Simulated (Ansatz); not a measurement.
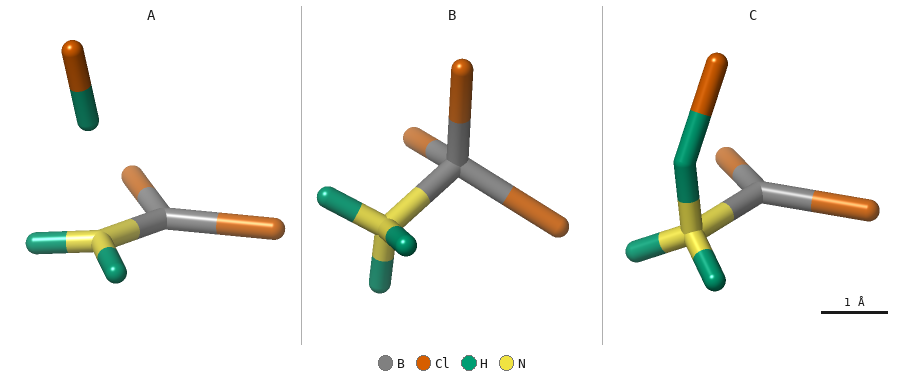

Three geometries of BNH$_{3}$Cl$_{3}$: a saddle point and the two minima that it joins, in shuffled order. The picture is a stick view, seen from a free direction. Sticks join atoms that are closer than about 1.2 times the sum of their covalent radii (a little more with hydrogen).

Stationary points at PBE0-D4/def2-TZVP, single-point energies with CCSD(T)/CBS (def2-TZVPP where no basis is named; Ansatz 0.2.0). The energies are electronic, without zero-point or thermal terms, and both ends are the minima reached downhill from the saddle, with any fragments still in contact. CCSD(T)/CBS stands for a frozen-core estimate: MP2 correlation extrapolated from def2-TZVPP and def2-QZVPP, CCSD(T) minus MP2 from the smaller set.

> Which frame is the transition state, what reaction does it lead through, and what barrier is to be expected?

Frame C is the saddle point. Counted by bonded pieces, B holds BH₃NCl₃ and A holds BH₂NCl₂ + HCl. From B over the saddle to A, a bond forms: Cl–H (2.88 → 1.60 → 1.29 Å). Bonds break: B–Cl (1.83 → 2.58 → 3.92 Å), H–N (1.02 → 1.24 → 2.10 Å). The saddle has one imaginary mode, 914i cm⁻¹. With CCSD(T)/CBS the barrier is 33.9 kcal/mol from B and 20.3 kcal/mol from A, and A lies 13.7 kcal/mol above B.
